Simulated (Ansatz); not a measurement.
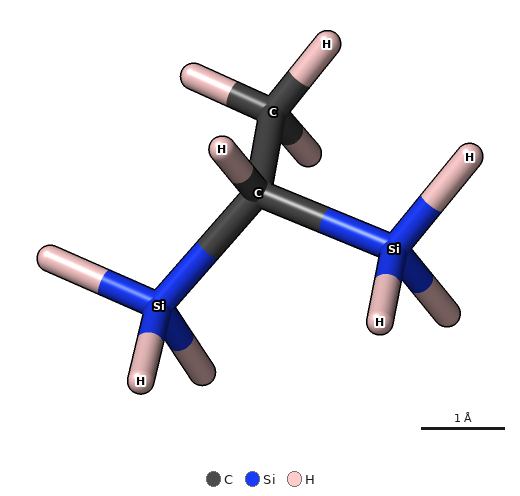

*The structure as given in the input (stick view, seen at a tilt).*

**Single-point calculation of C2H10Si2**

C2H10Si2, computed with RKS LC-wPBE/def2-TZVPP (Ansatz 0.2.0).

The geometry comes from this level: PBE0-D4/def2-TZVP.

### Log
```
Functional definition: LC-wPBE
  name "LC-wPBE"
  cite "Vydrov & Scuseria, J. Chem. Phys. 125, 234109 (2006) doi:10.1063/1.2409292"
  cite "Heyd & Scuseria, J. Chem. Phys. 120, 7274 (2004) doi:10.1063/1.1668634"
  cite "Ernzerhof & Perdew, J. Chem. Phys. 109, 3313 (1998) doi:10.1063/1.476928"
  cite "Perdew, Burke & Ernzerhof, Phys. Rev. Lett. 77, 3865 (1996) doi:10.1103/PhysRevLett.77.3865"
  parent pbe
  parameter omega = 0.4/bohr
  exchange = pbe_x_sr(omega) + exact_x_lr(omega)
  correlation = pbe_c
1526 factors; their error is unknown
537 factors; integrals over basis functions are off by at most 2.9e-5 eV
mean field evaluation 1: about -17983.8505 eV, gradient 3.9e1 eV
mean field evaluation 2: about -17985.3757 eV, gradient 3.0e1 eV
mean field evaluation 4: about -17987.5746 eV, gradient 9.6e-1 eV
mean field evaluation 8: about -17987.5328 eV, gradient 4.5e-1 eV
mean field evaluation 16: about -17987.5331 eV, gradient 1.9e-5 eV
mean field -17987.53308868 eV, -661.0296486213 hartree, gradient 1.9e-5 eV, S^2 0.000000; 0 other end points of the search recorded, 0 dependent functions left out
reference -17987.53308869 eV, -661.0296486216 hartree; 25, 25 occupied and 261, 261 virtual orbitals, 1526 factors
Total energy: -17987.53308869 eV, -661.0296486216 hartree
```

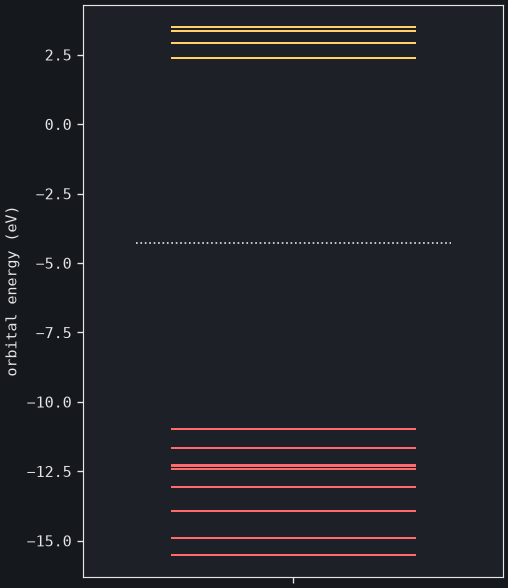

*Orbital energies near the frontier; the dotted line parts filled from empty levels, and levels within 0.02 eV of each other stand side by side.*

Highest filled −10.97 eV, lowest empty 2.38 eV, 13.35 eV apart.

This output came from the following input.

### Input file
```yaml
crystal:
  periodic: [false, false, false]
  atoms:
    - {symbol: C, position_ang: [-0.855315, 1.218996, -0.522857]}
    - {symbol: C, position_ang: [-0.386843, 0.003506, 0.288895]}
    - {symbol: Si, position_ang: [1.225034, 0.356884, 1.183012]}
    - {symbol: Si, position_ang: [-0.264195, -1.530541, -0.785413]}
    - {symbol: H, position_ang: [-0.972164, 2.105242, 0.107317]}
    - {symbol: H, position_ang: [-1.816522, 1.033385, -1.010593]}
    - {symbol: H, position_ang: [-0.136558, 1.471473, -1.307888]}
    - {symbol: H, position_ang: [-1.123747, -0.229052, 1.069636]}
    - {symbol: H, position_ang: [1.077101, 1.558632, 2.050710]}
    - {symbol: H, position_ang: [2.306617, 0.626971, 0.196263]}
    - {symbol: H, position_ang: [1.629706, -0.797257, 2.029898]}
    - {symbol: H, position_ang: [0.126341, -2.717892, 0.021297]}
    - {symbol: H, position_ang: [0.752280, -1.323979, -1.853337]}
    - {symbol: H, position_ang: [-1.574639, -1.805568, -1.438138]}
basis:
  gaussian: {orbitals: def2-TZVPP}
hamiltonian: {xc: {name: LC-wPBE}}
output: {orbitals: {seedname: orbitals}}
```

Launched with:
```bash
ansatz run in.yaml --threads 4 --pin off --events-out ev --progress --plain --max-ram 10444MiB
```

### Key numbers

- outcome: converged
- total energy: −17987.5331 eV
- SCF solution under orbital rotations: stable
- HOMO: −10.97 eV
- LUMO: 2.38 eV
- hardware: 4 threads of Arm Neoverse V1, 23 GiB of memory available, shared host
- wall time: 3.7 s (CPU time 13 s)
- peak memory: 0.61 GiB
